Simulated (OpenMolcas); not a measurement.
**Run report: CO, geometry relaxation (part 4 of 4)**

CO, SMILES [C-]#[O+]; B3LYP/6-31G*, RKS (OpenMolcas 26.06). The geometry comes from this level: PBE0-D4/def2-TZVP.

Geometry of the input (Å):
```
C  0.4799  -0.1551  0.2472
O  -0.4799  0.1551  -0.2472
```

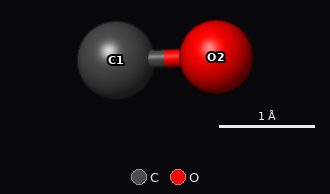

The geometry at step 1 of the log (ball-and-stick view, seen at a tilt; atoms are numbered from 1 in the order of the input).

### Trajectory as extended XYZ (Å, eV, eV/Å), 3 frames, from step=0 to step=2
```
2
Properties=species:S:1:pos:R:3:forces:R:3 step=0 energy=-3083.29371
C     0.4799   -0.1551    0.2472    1.6166  -0.5225   0.8327
O    -0.4799    0.1551   -0.2472   -1.6166   0.5225  -0.8327
2
Properties=species:S:1:pos:R:3:forces:R:3 step=1 energy=-3083.30727
C     0.4864   -0.1572    0.2505   -0.0634   0.0205  -0.0327
O    -0.4864    0.1572   -0.2505    0.0634  -0.0205   0.0327
2
Properties=species:S:1:pos:R:3:forces:R:3 step=2 energy=-3083.30730
C     0.4861   -0.1571    0.2504    0.0000   0.0000   0.0000
O    -0.4861    0.1571   -0.2504    0.0000   0.0000   0.0000
```

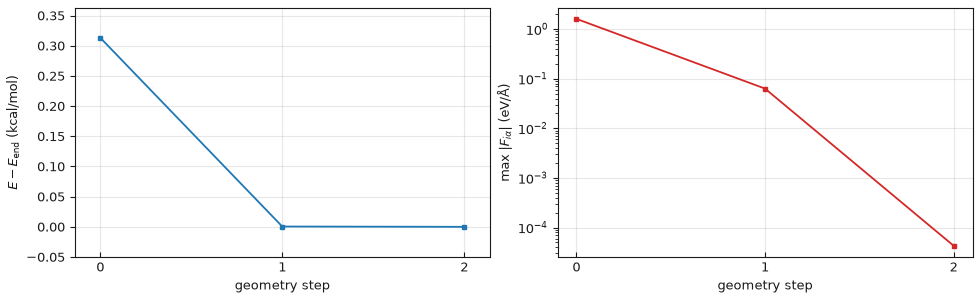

Progress of the relaxation, step by step (steps are counted from 0). After 2 geometry steps the energy has fallen by 0.31 kcal/mol. The largest force component goes from 1.6 to under 0.0001 eV/Å. The largest moves after the best rigid fit, 0.007 Å, are those of C1 and O2. By element the largest moves are C 0.007 Å, O 0.007 Å. Among the contacts that change: C1–O2 1.123 → 1.138 Å. (Atoms are counted from 1 in the order of the input.)

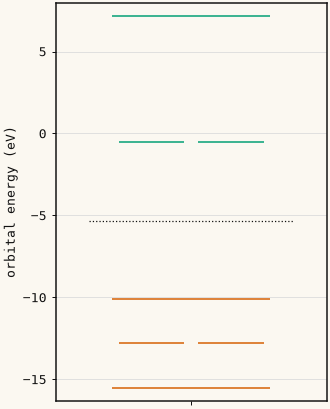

Orbital energies near the frontier; the dotted line parts filled from empty levels, and levels within 0.02 eV of each other stand side by side. Highest filled −10.09 eV, lowest empty −0.54 eV, 9.55 eV apart.

### Summary

```json
{"quantity": "outcome", "value": "converged"}
{"quantity": "total energy", "value": "−113.309453 hartree"}
{"quantity": "basis functions", "value": "30"}
{"quantity": "HOMO", "value": "−10.09 eV"}
{"quantity": "LUMO", "value": "−0.54 eV"}
{"quantity": "dipole moment", "value": "0.06 debye"}
{"quantity": "zero-point energy", "value": "0.005034 hartree"}
{"quantity": "wavenumbers, lowest and highest", "value": "2209 cm⁻¹"}
{"quantity": "hardware", "value": "1 thread of Intel Xeon @ 2.90GHz (Ice Lake), 64 GiB of memory available, shared host"}
{"quantity": "wall time", "value": "13 s"}
{"quantity": "peak memory", "value": "0.38 GiB"}
```

Further notes kept with the run: the program's entropy of a linear molecule is wrong.
